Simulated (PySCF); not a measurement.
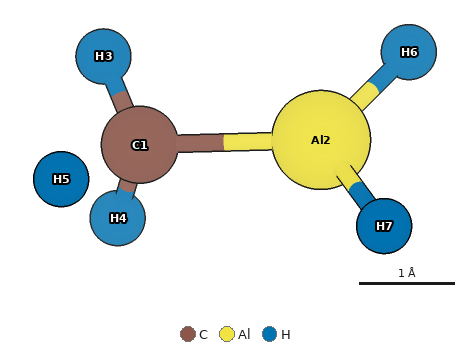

Figure 1. The structure (ball-and-stick view, seen at a tilt; atoms are numbered from 1 in the order of the input). Sticks mark near contacts. Bond lengths as drawn: Al–C 1.95 Å, Al–H 1.59 Å and C–H 1.09 to 1.10 Å.

**Single-point calculation, with input and output: CH$_{5}$Al**

CH$_{5}$Al, computed with QCISD(T)/STO-6G, RHF (PySCF 2.14.0).

A bond length was changed on purpose from its optimised value.

### The program's output
```
converged SCF energy = -281.546063318034
E(QCISD) = -281.6991146095089  E_corr = -0.1530512914753533
QCISD(T) correction = -0.00118647718138
E = -281.7003010867 Eh
```

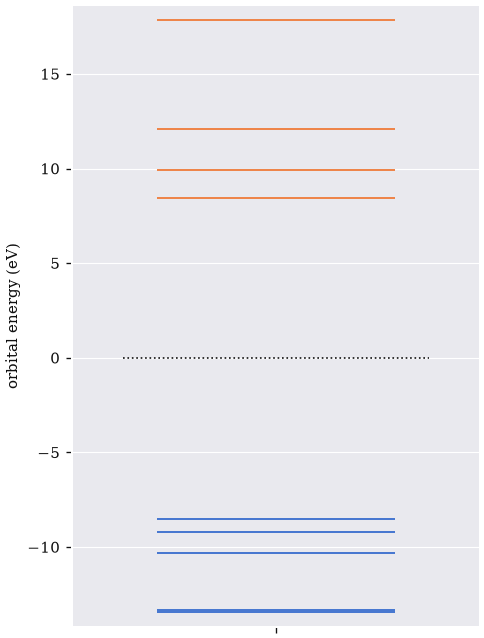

Figure 2. Orbital energies near the frontier (SCF reference); the dotted line parts filled from empty levels, and levels within 0.02 eV of each other stand side by side. Highest filled −8.50 eV, lowest empty 8.45 eV, 16.95 eV apart.

The run was set up as follows.

### Input (run.py)
```python
from pyscf import gto, cc

mol = gto.M(
    atom=[
    ('C', (-0.769470, -0.330627, -0.105434)),
    ('Al', (0.241930, 1.143273, 0.674766)),
    ('H', (-1.384070, -0.854627, 0.630866)),
    ('H', (-1.455370, 0.058573, -0.868134)),
    ('H', (0.193400, -1.425500, -0.855600)),
    ('H', (-0.304970, 1.914273, 1.953466)),
    ('H', (1.613830, 1.616573, 0.024666)),
],
    basis='sto-6g',
    verbose=3,
    max_memory=1860,
)

mf = mol.RHF()
mf.conv_tol = 1e-10
mf.kernel()
if not mf.converged:
    mf = mf.newton().run(mf.mo_coeff, mf.mo_occ)

mycc = cc.QCISD(mf, frozen=6)
mycc.kernel()
e_t = mycc.qcisd_t()
energy = mycc.e_tot + e_t
print('E = %.10f Eh' % energy)
```

Launched with:
```bash
OMP_NUM_THREADS=1 python run.py
```

### Results in brief

| quantity | value |
| --- | --- |
| outcome | converged |
| total energy | −281.700301 hartree |
| SCF energy | −281.546063 hartree |
| correlation energy | −0.154238 hartree |
| (T) correction | −0.001186 hartree |
| basis functions | 19 |
| T1 diagnostic | 0.008 |
| HOMO of the SCF reference | −8.50 eV |
| LUMO of the SCF reference | 8.44 eV |
| hardware | 1 thread of Arm Neoverse V1, 24 GiB of memory available, shared host |
| wall time | 1.1 s |
| peak memory | 0.12 GiB |
